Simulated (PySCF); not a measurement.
```json
{"atom": "N", "x (Å)": "1.6329", "y (Å)": "0.0969", "z (Å)": "-0.1846"}
{"atom": "C", "x (Å)": "0.4931", "y (Å)": "0.5553", "z (Å)": "-0.1238"}
{"atom": "C", "x (Å)": "-0.8533", "y (Å)": "-0.2352", "z (Å)": "0.1151"}
{"atom": "O", "x (Å)": "-0.7152", "y (Å)": "-1.5083", "z (Å)": "0.2579"}
{"atom": "H", "x (Å)": "1.7960", "y (Å)": "-0.8976", "z (Å)": "-0.0767"}
{"atom": "H", "x (Å)": "0.3237", "y (Å)": "1.6177", "z (Å)": "-0.2393"}
{"atom": "H", "x (Å)": "-1.2388", "y (Å)": "0.3015", "z (Å)": "1.0144"}
{"atom": "H", "x (Å)": "-1.4293", "y (Å)": "0.0790", "z (Å)": "-0.7876"}
```

Geometry: GFN2-xTB.

Level of theory: UKS B3LYP, pcH-1 on C H N O, non-relativistic, mean-field spin-orbit, GIAO (PySCF).

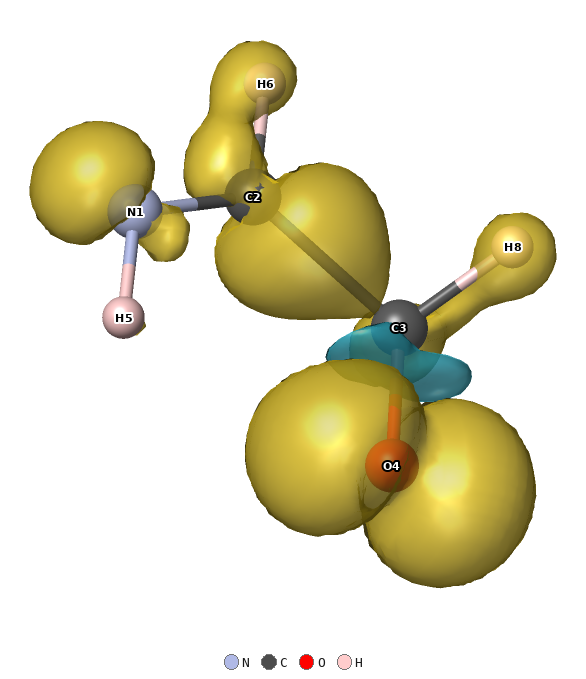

C$_{2}$H$_{4}$NO (SMILES [H]/N=C\C[O]) (doublet). Isosurfaces of the spin density at +0.03 (yellow) and −0.03 e/Å³ (cyan), seen at a tilt.

Which atoms carry the spin?

The unpaired spin (1 electron) lies mostly on O4 (about 0.7) and C2 (about 0.1), in electrons by Hirshfeld's partition.
